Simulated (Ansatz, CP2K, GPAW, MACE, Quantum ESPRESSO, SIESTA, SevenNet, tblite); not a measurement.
# Running random rock-salt alloy of CaS and PbS (64 atoms) with GPAW

Wanted: GPAW inputs and outputs for random rock-salt alloy of CaS and PbS (64 atoms), checked against a plane-wave reference.

Method: the method is named at each step, in GPAW 26.7.0.

## (1) Starting point

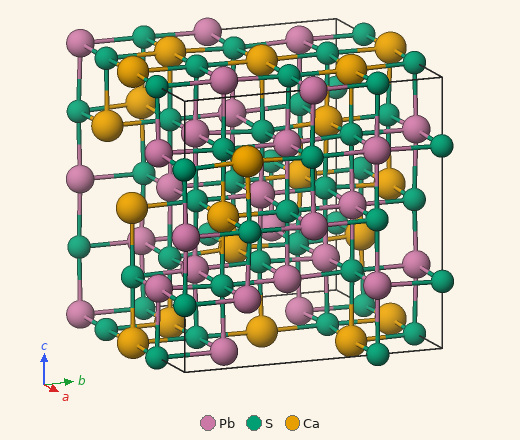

Start, viewed slightly off an axis; lead pink, sulfur teal, calcium orange. Bonds to atoms that aren't drawn are left out. Some periodic images of atoms are drawn too.

The cell holds 64 atoms: 20 Pb, 32 S and 12 Ca. Cell: a = 11.688 Å, b = 11.688 Å, c = 11.688 Å, α = 90.0°, β = 90.0°, γ = 90.0°. It derives from CaS (rock-salt), repeated 2×2×2. Rock-salt CaS, 2 x 2 x 2 conventional cells, 20 of 32 Ca sites given to Pb at random (x = 0.625), lattice by Vegard's rule (a = 5.844 Å); not relaxed, displaced by a Gaussian of 0.02 Å. Then every atom was moved at random, 0.05 Å r.m.s. a Cartesian component.

The yardstick, on the same geometry:

```
method                                           : Kohn-Sham DFT, PBE, PAW, plane waves (Ansatz 0.2.0); cutoff 420 eV, Γ point, fermi-dirac smearing of 0.05 eV; PAW set soft_2
r.m.s. force component                           : 0.3323 eV/Å
longest force                                    : 1.218 eV/Å
pressure                                         : 3.284 GPa
gap (highest filled to lowest empty level) : 1.066 eV
SCF cycles                                       : 9
time                                             : 10 s on 8 threads of Arm Neoverse V2, shared host
CPU time                                         : 70 s
```

## (2) PBE, LCAO dzp, h 0.2 Å

Method: Kohn-Sham DFT, PBE, PAW, atomic orbitals (dzp).

run.py

```python
import numpy as np
from ase.io import read
from gpaw import GPAW, FermiDirac

atoms = read("structure.xyz")
atoms.calc = GPAW(
    mode="lcao",
    basis="dzp",
    h=0.2,
    xc="PBE",
    kpts={"size": (1, 1, 1), "gamma": True},
    occupations=FermiDirac(0.05),
    maxiter=200,
    symmetry={"point_group": False},
    txt="gpaw.txt",
)
energy = atoms.get_potential_energy(force_consistent=True)
forces = atoms.get_forces()
print(f"energy {energy:.6f} eV")
print("forces (eV/A)")
for i, (a, f) in enumerate(zip(atoms, forces)):
    print(f"{i:4d} {a.symbol:2s} {f[0]:10.5f} {f[1]:10.5f} {f[2]:10.5f}")
print(f"Fermi level {atoms.calc.get_fermi_level():.4f} eV")
for k in range(len(atoms.calc.get_ibz_k_points())):
    for s in range(atoms.calc.get_number_of_spins()):
        e = atoms.calc.get_eigenvalues(kpt=k, spin=s)
        n = np.searchsorted(e, atoms.calc.get_fermi_level())
        print(f"k {k} spin {s} levels about the Fermi level:", np.round(e[max(n - 6, 0):n], 4).tolist(), "|", np.round(e[n:n + 6], 4).tolist())
```

structure.xyz

```xyz
64
Lattice="11.68760 0.00000 0.00000 0.00000 11.68760 0.00000 0.00000 0.00000 11.68760" Properties=species:S:1:pos:R:3 pbc="T T T"
Pb 0.05891 0.04336 11.67895
S 2.95556 0.02571 11.65137
Pb 11.65289 2.84172 2.89011
S 2.94387 2.90858 2.79345
Ca 2.86428 11.61362 3.01563
S 11.66481 0.01578 2.87912
Ca 2.90706 2.94294 11.66107
S 0.05294 2.92108 11.68550
Pb 0.01543 0.04850 5.81026
S 2.88485 11.61736 5.86460
Ca 11.65289 2.85142 8.83816
S 2.90671 2.93815 8.74069
Ca 2.98583 0.06358 8.74361
S 11.68690 11.66481 8.72900
Pb 2.94563 2.94037 5.82861
S 0.02466 2.93733 5.80102
Pb 0.02770 5.82849 11.64716
S 2.93172 5.83141 11.57739
Pb 11.67428 8.74910 2.96456
S 2.91161 8.71404 2.87877
Ca 2.90974 5.85525 2.95860
S 0.06884 5.86858 2.93359
Pb 2.93464 8.80345 11.66680
S 11.64459 8.77891 11.67346
Pb 11.62460 5.89113 5.76654
S 2.92178 5.78641 5.82159
Pb 11.59585 8.75004 8.77412
S 2.85785 8.84997 8.86353
Pb 2.96386 5.73405 8.79118
S 11.62238 5.80535 8.74957
Ca 3.01727 8.84366 5.85373
S 0.03740 8.70609 5.81844
Ca 5.92713 0.01905 0.03004
S 8.70831 11.64810 11.67731
Pb 5.83328 2.85493 2.92938
S 8.66998 2.93078 2.82653
Pb 8.71813 0.03892 2.97543
S 5.81259 0.04710 2.84874
Pb 8.68821 3.01049 11.67404
S 5.80804 2.95626 11.67206
Ca 5.88097 11.67895 5.83655
S 8.75273 11.61958 5.78980
Pb 5.81049 2.88532 8.78580
S 8.82554 2.93452 8.73671
Pb 8.75915 0.02045 8.81432
S 5.84240 11.62601 8.81327
Ca 8.71334 2.96409 5.79845
S 5.84590 2.92424 5.88436
Ca 5.82066 5.90715 11.66411
S 8.79784 5.91685 11.63699
Pb 5.92199 8.76617 2.91477
S 8.83127 8.76664 2.99074
Pb 8.70925 5.87232 2.86393
S 5.74960 5.82148 2.97625
Ca 8.83173 8.72701 11.64926
S 5.79483 8.89707 0.01216
[... 4 atom lines left out ...]
Pb 8.77108 5.84953 8.72269
S 5.93391 5.90165 8.63351
Pb 8.72994 8.82671 5.79506
S 5.79273 8.78615 5.90352
```

Command:

```console
$ OMP_NUM_THREADS=1 python run.py > output.txt
```

Output:

```text
energy -281.998887 eV
forces (eV/A)
   0 Pb   -0.15091   -0.31219   -0.08277
   1 S     0.28110    0.48237    0.10485
   2 Pb    0.16429    0.36449    0.17782
   3 S    -0.28411   -0.00960   -0.08830
   4 Ca    0.13138    0.23887   -0.53496
   5 S     0.25191   -0.14779    0.17048
   6 Ca    0.11982   -0.13506    0.13747
   7 S     0.27266    0.02013   -0.36479
   8 Pb   -0.14396   -0.11641    0.15084
   9 S     0.64302   -0.07575   -0.05706
  10 Ca    0.02021    0.35293   -0.42928
  11 S    -0.32355   -0.73865    0.56366
  12 Ca   -0.34854   -0.46291    0.23229
  13 S     0.27723    0.54995    0.06987
  14 Pb   -0.23999   -0.00368   -0.37443
  15 S    -0.60589   -0.25384    0.42742
  16 Pb   -0.02307    0.28215    0.00475
  17 S     0.49907   -0.49372    0.83279
  18 Pb    0.19898   -0.09426   -0.15498
  19 S     0.20597    0.20506    0.78433
  20 Ca   -0.04858   -0.13339   -0.09627
  21 S     0.05874   -0.05145   -0.25335
  22 Pb   -0.30849    0.04632    0.04556
  23 S    -0.45329   -0.09673    0.17821
[...]
56 Pb    0.07685   -0.11475   -0.39691
  57 S    -0.24574   -0.50234   -0.02011
  58 Ca   -0.57745   -0.08997    0.00716
  59 S    -0.45799    0.04375    0.24590
  60 Pb    0.24893   -0.08813   -0.17294
  61 S    -0.47129    0.29126    1.09709
  62 Pb    0.36080   -0.55853    0.39682
  63 S    -0.07323    0.54793    0.10873
Fermi level 6.5089 eV
k 0 spin 0 levels about the Fermi level: [5.3031, 5.4106, 5.5332, 5.7915, 5.8883, 5.9743] | [7.0661, 7.0772, 7.2034, 7.2505, 7.7547, 7.7958]
```

gpaw.txt:

```text
Input parameters:
  mode=LCAO(),
  basis={'default': 'dzp'},
  h=0.2,
  kpts=MonkhorstPack(size=(1, 1, 1), gamma=True),
  maxiter=200,
  occupations=Occupations(name='fermi-dirac', width=0.05, fixmagmom=False),
  symmetry=Symmetry(point_group=False),
  xc=XC(name='PBE')
Unit cell  # Å
| periodic |         x |         y |         z |   lengths |    angles |
|----------|-----------|-----------|-----------|-----------|-----------|
|      yes | 11.687600 |  0.000000 |  0.000000 | 11.687600 | 90.000000 |
|      yes |  0.000000 | 11.687600 |  0.000000 | 11.687600 | 90.000000 |
|      yes |  0.000000 |  0.000000 | 11.687600 | 11.687600 | 90.000000 |
Number of symmetries: 1
Symmetry operations  # r_c * U_cc + t_c -> r_c
|   | kind |            matrix            |
|---|------|------------------------------|
| 0 |  E   |  1, 0, 0,  0, 1, 0,  0, 0, 1 |
BZ-sampling:
  Number of BZ points: 1
  Number of IBZ points: 1
  Monkhorst-Pack size: [1, 1, 1]
  Monkhorst-Pack shift: [0, 0, 0]
[... lines left out ...]
eigensolver:
density mixing:
  MSR1-Mixer
occupation numbers:
  Fermi-Dirac:
    width: 0.0500  # eV
FastPoissonSolver using
    Stencil: 6*3+1=19 point O(h^6) finite-difference Laplacian
xc functional:
  name: PBE with 2 nearest neighbor stencil
interpolation: tri-quintic # 5. degree polynomial
Initialization done in: 10.404 s
convergence criteria:
- Maximum [total energy] change in last 3 cyles: 0.0005 eV / valence electron
- Maximum integral of absolute [dens]ity change: 0.0001 electrons / valence electron
- Maximum integral of absolute [eigenst]ate change: 4e-08 eV^2 / valence electron
maximum number of iterations: 200
SCF iterations
|iter     |      energy | eigst |  dens |
|---------|-------------|-------|-------|
|iter:   1| -291.577258 |      c|       |
|iter:   2| -288.951943 |      c| -1.27 |
|iter:   3| -282.084907 |      c| -1.31 |
|iter:   4| -282.212461 |      c| -1.79 |
|iter:   5| -282.035967c|      c| -2.07 |
|iter:   6| -282.003601c|      c| -2.27 |
|iter:   7| -281.999326c|      c| -2.89 |
|iter:   8| -281.998934c|      c| -3.43 |
|iter:   9| -281.998857c|      c| -3.78 |
|iter:  10| -281.998854c|      c| -4.10c|
Converged in 10 steps
SCF loop duration: 160.540 s (16.054 s/step)
Energy contributions relative to reference atoms: (reference = -11915063.534791)
Energy contributions:
  Kinetic:         590.338034
  Coulomb:        -550.483427
  Zero:              0.981025
  External:          0.000000
  Xc:             -322.834452
  Entropy:          -0.000067
  Spinorbit:         0.000000
  ----------------------------
  Free energy:    -281.998887
  Extrapolated:   -281.998854
dipole moment: (83.613454, -124.278213, 482.115647)  # |e|*Ang
Fermi level: 6.509
Eigenvalues  # (at kpt = [0.000, 0.000, 0.000])
| band index |      eig [eV] | occ [0-2] |
|------------|---------------|-----------|
|          0 |       -35.001 |     2.000 |
|        ... |               |           |
|        288 |         5.132 |     2.000 |
|        289 |         5.183 |     2.000 |
[...]
|        303 |         7.858 |     0.000 |
|        ... |               |           |
|        359 |        10.097 |     0.000 |
Gap: 1.092 eV
Transition (v -> c):
  (s=0, k=0, n=295, [0.00, 0.00, 0.00]) -> (s=0, k=0, n=296, [0.00, 0.00, 0.00])
No difference between direct/indirect transitions
Force computation time: 38.643  # s
timing:  # [seconds]
  Total:  209.616  # ━━━━━━━━━━━━━━━━━━━━━━━━━━━━━━━━━━━━━━━━━━━━━━━━━━━━━━━━
  Init:    10.404  # ━━━
  SCF:    160.540  # ━━━━━━━━━━━━━━━━━━━━━━━━━━━━━━━━━━━━━━━━━━━
  Forces:  38.643  # ━━━━━━━━━━╸
```

Run time: 3.5 min. Hardware: 1 thread of Arm Neoverse V2, shared host; peak memory 1.9 GiB.

Banners, paths, timers and routine set-up lines are dropped from the logs unmarked, and long logs keep their key lines alone; longer cuts are marked.

Against the reference:

- r.m.s. force component: 0.3547 eV/Å
- r.m.s. difference of force components: 38.89 meV/Å
- longest difference of force vectors: 186.3 meV/Å
- force difference over r.m.s. force: 11.7 %
- slope of forces against the reference's: 1.063
- correlation of force components: 0.9958
- gap (highest filled to lowest empty level): 1.092 eV
- gap difference: 0.0259 eV

Length of the force difference by element (eV/Å):

| element | atoms | mean | most |
| --- | --- | --- | --- |
| Ca | 12 | 0.035 | 0.063 |
| Pb | 20 | 0.061 | 0.11 |
| S | 32 | 0.068 | 0.19 |

Levels nearest the highest filled one (eV from it): -0.67, -0.56, -0.44, -0.18, -0.09, 0.00, 1.09, 1.10, 1.23, 1.28, 1.78, 1.82.

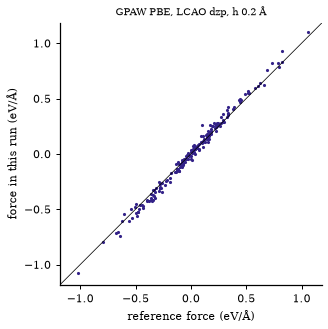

Force components against those of the reference; the line marks equality.

The surroundings of S24, picked at random, nearest first, numbered as they follow in the input and with coordinates relative to it.

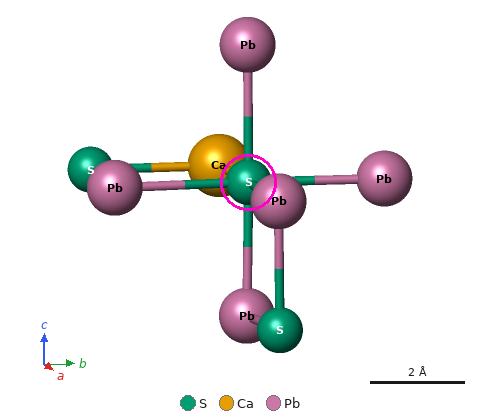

The atoms of the table, within 4.0 Å (arrows a, b, c point along x, y, z); some may hide others; the central atom is ringed.

| atom | x | y | z | distance (Å) | bonds | Fx | Fy | Fz (eV/Å) |
| --- | --- | --- | --- | --- | --- | --- | --- | --- |
| S24 | 0.00 | 0.00 | 0.00 | 0.00 | 6 | -0.45 | -0.10 | 0.18 |
| Ca55 | -2.81 | -0.05 | -0.02 | 2.81 | 6 | -0.08 | 0.40 | 0.28 |
| Pb27 | -0.05 | -0.03 | -2.90 | 2.90 | 6 | 0.48 | -0.08 | 0.01 |
| Pb17 | 0.07 | -2.95 | -0.03 | 2.95 | 6 | -0.02 | 0.28 | 0.00 |
| Pb1 | 0.10 | 2.95 | 0.01 | 2.95 | 6 | -0.15 | -0.31 | -0.08 |
| Pb23 | 2.98 | 0.02 | -0.01 | 2.98 | 6 | -0.31 | 0.05 | 0.05 |
| Pb19 | 0.03 | -0.03 | 2.98 | 2.98 | 6 | 0.20 | -0.09 | -0.15 |
| S50 | -2.85 | -2.86 | -0.04 | 4.04 | 6 | -0.48 | 0.33 | 0.18 |
| S28 | 2.90 | 0.07 | -2.81 | 4.04 | 6 | 0.62 | 0.16 | -1.07 |

Atoms are counted from 1 here, from 0 in the log.

Forces lie 12 % from the reference's, at 3.0 times its CPU time (on 1 against 8 cores).

## (3) PBE, plane waves 550 eV

Method: Kohn-Sham DFT, PBE, PAW, plane waves.

run.py: that of step 2 with these lines changed.

```diff
@@ -2,3 +2,4 @@
 from ase.io import read
-from gpaw import GPAW, FermiDirac
+from gpaw import GPAW, FermiDirac, PW
+from ase.parallel import parprint as print
 
@@ -6,5 +7,3 @@
 atoms.calc = GPAW(
-    mode="lcao",
-    basis="dzp",
-    h=0.2,
+    mode=PW(550),
     xc="PBE",
@@ -14,2 +13,3 @@
     symmetry={"point_group": False},
+    nbands=350,
     txt="gpaw.txt",
@@ -22,2 +22,6 @@
     print(f"{i:4d} {a.symbol:2s} {f[0]:10.5f} {f[1]:10.5f} {f[2]:10.5f}")
+stress = -atoms.get_stress(voigt=False) * 160.21766
+print("stress (GPa, compression positive)")
+for row in stress:
+    print(" ".join(f"{x:10.4f}" for x in row))
 print(f"Fermi level {atoms.calc.get_fermi_level():.4f} eV")
```

structure.xyz is that of step 2.

Command:

```console
$ OMP_NUM_THREADS=1 mpirun -np 2 gpaw python run.py > output.txt
```

Output:

```text
energy -297.507361 eV
forces (eV/A)
   0 Pb   -0.10721   -0.27635   -0.06402
   1 S     0.18709    0.43413    0.13248
   2 Pb    0.15821    0.27604    0.16285
   3 S    -0.22708   -0.03620   -0.11224
   4 Ca    0.11579    0.22425   -0.50410
   5 S     0.23681   -0.11757    0.14591
   6 Ca    0.11109   -0.12379    0.13800
   7 S     0.20794    0.00394   -0.33145
   8 Pb   -0.11883   -0.07147    0.14236
   9 S     0.60434   -0.09739   -0.07843
  10 Ca    0.00491    0.33285   -0.40266
  11 S    -0.31209   -0.60912    0.49282
  12 Ca   -0.32602   -0.44491    0.21889
  13 S     0.22128    0.49110    0.02618
  14 Pb   -0.21321    0.04705   -0.33569
  15 S    -0.60084   -0.29354    0.37207
  16 Pb   -0.01467    0.26939   -0.03389
  17 S     0.42040   -0.41122    0.79716
  18 Pb    0.17316   -0.11346   -0.10145
  19 S     0.22195    0.17876    0.78195
  20 Ca   -0.04803   -0.11965   -0.07955
  21 S     0.00873    0.02397   -0.18009
  22 Pb   -0.27964    0.07288    0.00911
  23 S    -0.47435   -0.07995    0.13866
[...]
56 Pb    0.02161   -0.10151   -0.31732
  57 S    -0.19921   -0.52369   -0.04116
  58 Ca   -0.54065   -0.07612    0.01098
  59 S    -0.42569    0.03315    0.20860
  60 Pb    0.24094   -0.08795   -0.18758
  61 S    -0.43215    0.28329    1.02756
  62 Pb    0.33388   -0.47735    0.31158
  63 S    -0.06107    0.50161    0.13566
stress (GPa, compression positive)
    2.2264    -0.0109    -0.0074
   -0.0109     3.5223     0.0173
   -0.0074     0.0173     3.8149
Fermi level 6.4580 eV
k 0 spin 0 levels about the Fermi level: [5.2888, 5.3936, 5.5182, 5.7803, 5.8758, 5.9588] | [6.9783, 6.9915, 7.1113, 7.1637, 7.6878, 7.7286]
```

gpaw.txt:

```text
Input parameters:
  mode=PW(ecut=550.0),
  kpts=MonkhorstPack(size=(1, 1, 1), gamma=True),
  maxiter=200,
  nbands=350,
  occupations=Occupations(name='fermi-dirac', width=0.05, fixmagmom=False),
  symmetry=Symmetry(point_group=False),
  xc=XC(name='PBE')
Diagonalizing LCAO Hamiltonian
Converting LCAO to pw mode
        .---------------------S------.
       /|                            |
[... lines left out ...]
  Converge bands: occupied
[... lines left out ...]
  Fermi-Dirac:
[... lines left out ...]
convergence criteria:
- Maximum [total energy] change in last 3 cyles: 0.0005 eV / valence electron
[... lines left out ...]
Converged in 16 steps
[... lines left out ...]
  ----------------------------
  Free energy:    -297.507361
  Extrapolated:   -297.507296
dipole moment: (83.484616, -123.719012, 481.560114)  # |e|*Ang
Fermi level: 6.458
Eigenvalues  # (at kpt = [0.000, 0.000, 0.000])
| band index |      eig [eV] | occ [0-2] |
|------------|---------------|-----------|
|          0 |       -35.013 |     2.000 |
|        ... |               |           |
|        288 |         5.114 |     2.000 |
|        289 |         5.165 |     2.000 |
[...]
|        ... |               |           |
[...]
Gap: 1.020 eV
Transition (v -> c):
  (s=0, k=0, n=295, [0.00, 0.00, 0.00]) -> (s=0, k=0, n=296, [0.00, 0.00, 0.00])
No difference between direct/indirect transitions
Force computation time: 5.430  # s
Stress tensor  # eV/Ang^3
|         x |         y |         z |
|-----------|-----------|-----------|
[...]
|  0.000068 | -0.021985 | -0.000108 |
|  0.000046 | -0.000108 | -0.023810 |
Stress computation time: 29.299  # s
```

Run time: 3.9 min. Hardware: 2 MPI ranks; peak memory 1.8 GiB; 7.8 min of CPU time.

Numbers from this run, and their distance from the reference:

| Property | Result |
| --- | --- |
| r.m.s. force component | 0.3235 eV/Å |
| r.m.s. difference of force components | 12.96 meV/Å |
| longest difference of force vectors | 39.9 meV/Å |
| force difference over r.m.s. force | 3.901 % |
| slope of forces against the reference's | 0.9732 |
| correlation of force components | 0.9996 |
| gap (highest filled to lowest empty level) | 1.02 eV |
| gap difference | -0.0464 eV |
| pressure | 3.188 GPa |
| pressure difference | -0.0959 GPa |

Against the first run (12 %), the force difference from the reference is 3.9 %, at 2.2 times the CPU time (on 2 against 1 cores) (16 SCF steps against 10).

The difference per atom is largest on S (0.030 eV/Å on average, against 0.0098 on Pb).

## (4) PBE, LCAO dzp, h 0.15 Å

Method: Kohn-Sham DFT, PBE, PAW, atomic orbitals (dzp).

run.py: that of step 3 with these lines changed.

```diff
@@ -2,4 +2,3 @@
 from ase.io import read
-from gpaw import GPAW, FermiDirac, PW
-from ase.parallel import parprint as print
+from gpaw import GPAW, FermiDirac
 
@@ -7,3 +6,5 @@
 atoms.calc = GPAW(
-    mode=PW(550),
+    mode="lcao",
+    basis="dzp",
+    h=0.15,
     xc="PBE",
@@ -13,3 +14,2 @@
     symmetry={"point_group": False},
-    nbands=350,
     txt="gpaw.txt",
@@ -22,6 +22,2 @@
     print(f"{i:4d} {a.symbol:2s} {f[0]:10.5f} {f[1]:10.5f} {f[2]:10.5f}")
-stress = -atoms.get_stress(voigt=False) * 160.21766
-print("stress (GPa, compression positive)")
-for row in stress:
-    print(" ".join(f"{x:10.4f}" for x in row))
 print(f"Fermi level {atoms.calc.get_fermi_level():.4f} eV")
```

structure.xyz is that of step 3.

Command:

```console
$ OMP_NUM_THREADS=1 python run.py > output.txt
```

Output:

```text
energy -283.522550 eV
forces (eV/A)
   0 Pb   -0.14096   -0.30772   -0.08098
   1 S     0.27186    0.51564    0.12964
   2 Pb    0.16218    0.35682    0.17473
   3 S    -0.24656   -0.01163   -0.11737
   4 Ca    0.12992    0.24242   -0.53394
   5 S     0.25618   -0.17656    0.16381
   6 Ca    0.11335   -0.12895    0.13441
   7 S     0.23612    0.01648   -0.37595
   8 Pb   -0.14588   -0.10861    0.14812
   9 S     0.66404   -0.12240   -0.03076
  10 Ca    0.01767    0.35552   -0.43140
  11 S    -0.35569   -0.70203    0.54403
[...]
59 S    -0.46334    0.04260    0.23265
  60 Pb    0.24680   -0.09052   -0.18035
  61 S    -0.47940    0.31111    1.12839
  62 Pb    0.35497   -0.55100    0.38784
  63 S    -0.08504    0.54229    0.17774
Fermi level 6.5090 eV
k 0 spin 0 levels about the Fermi level: [5.3031, 5.4106, 5.5333, 5.7917, 5.8886, 5.9745] | [7.066, 7.0771, 7.2034, 7.2502, 7.7549, 7.7957]
```

gpaw.txt:

```text
Input parameters:
  mode=LCAO(),
  basis={'default': 'dzp'},
  h=0.15,
  kpts=MonkhorstPack(size=(1, 1, 1), gamma=True),
  maxiter=200,
  occupations=Occupations(name='fermi-dirac', width=0.05, fixmagmom=False),
  symmetry=Symmetry(point_group=False),
  xc=XC(name='PBE')
[... lines left out ...]
  Fermi-Dirac:
[... lines left out ...]
convergence criteria:
- Maximum [total energy] change in last 3 cyles: 0.0005 eV / valence electron
[... lines left out ...]
Converged in 10 steps
[... lines left out ...]
  Free energy:    -283.522550
[... lines left out ...]
Fermi level: 6.509
[... lines left out ...]
|          0 |       -35.000 |     2.000 |
|        ... |               |           |
|        288 |         5.132 |     2.000 |
|        289 |         5.183 |     2.000 |
[...]
|        303 |         7.858 |     0.000 |
|        ... |               |           |
|        359 |        10.096 |     0.000 |
Gap: 1.091 eV
Transition (v -> c):
  (s=0, k=0, n=295, [0.00, 0.00, 0.00]) -> (s=0, k=0, n=296, [0.00, 0.00, 0.00])
No difference between direct/indirect transitions
Force computation time: 71.434  # s
timing:  # [seconds]
  Total:  377.319  # ━━━━━━━━━━━━━━━━━━━━━━━━━━━━━━━━━━━━━━━━━━━━━━━━━━━━━━━━
  Init:    15.131  # ━━
  SCF:    290.725  # ━━━━━━━━━━━━━━━━━━━━━━━━━━━━━━━━━━━━━━━━━━━
  Forces:  71.434  # ━━━━━━━━━━╸
```

Wall time 6.3 min (1 thread); peak memory 3.5 GiB.

Against the reference:

| Item | Value |
| --- | --- |
| r.m.s. force component | 0.3558 eV/Å |
| r.m.s. difference of force components | 32.07 meV/Å |
| longest difference of force vectors | 111.5 meV/Å |
| force difference over r.m.s. force | 9.651 % |
| slope of forces against the reference's | 1.069 |
| correlation of force components | 0.998 |
| gap (highest filled to lowest empty level) | 1.091 eV |
| gap difference | 0.0256 eV |
| energy less the same-level run's | -23.81 meV/atom |
| r.m.s. force difference from the same-level run | 27.3 meV/Å |

Against the first run (12 %), the force difference from the reference is 9.7 %, at 1.8 times the CPU time: the tighter setting removes part of the difference.

[end of part 1 of 2]

[Also dropped from logs without a mark: logging warnings of Python, and SIESTA's first energy breakdown and zero terms.]

[Logs are printed without paths, hosts, clocks, repeated set-up lines and the standing remarks that a program may print on its own settings, such as how far it seeks lower states.]

[Hosts, paths, dates, database ids (printed as entryN), source tags and the programs' standing remarks are cut or masked in the printed files.]
